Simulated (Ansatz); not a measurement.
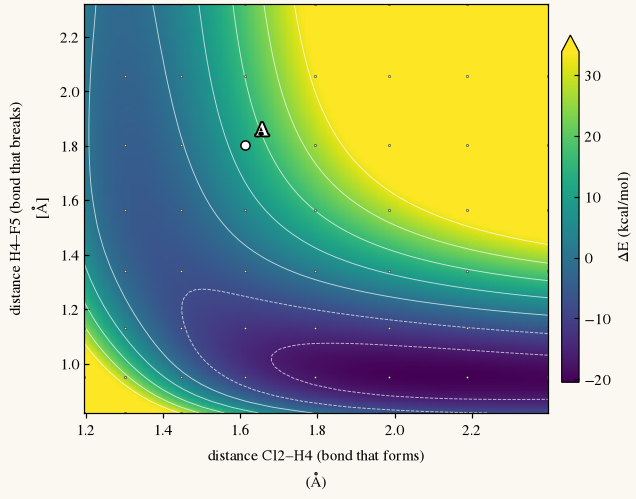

The reacting system ClFH2OZn (fragments ClHOZn + FH where the first distance is long, ClFH₂OZn where the second is long). 
- First axis: distance Cl2–H4 (bond that forms). Second axis: distance H4–F5 (bond that breaks).
- Relaxed at each point: all other coordinates.
- Grid: 8 × 8 points.
- Points are written as (first, second).
- Energies: kcal/mol, counted from a guessed transition structure relaxed with its forming and breaking bonds held.
- The reference is spin-restricted, so regions where a bond is pulled apart into radicals lie too high.
- Computed with RKS PBE0-D4/def2-SVP (Ansatz 0.2.0).

The picture shows a smooth colour map with a few white contour lines, dots at the grid points, one colour for all values above the top of the scale, the point A. Between grid points the surface is interpolated.

> Is A at rest? If not, where is it pushed?

A, at (1.613 Å, 1.804 Å), is not a stationary point. The computed force is 81 kcal/mol for each Å towards smaller values of the first coordinate and 23 kcal/mol for each Å towards smaller values of the second coordinate.
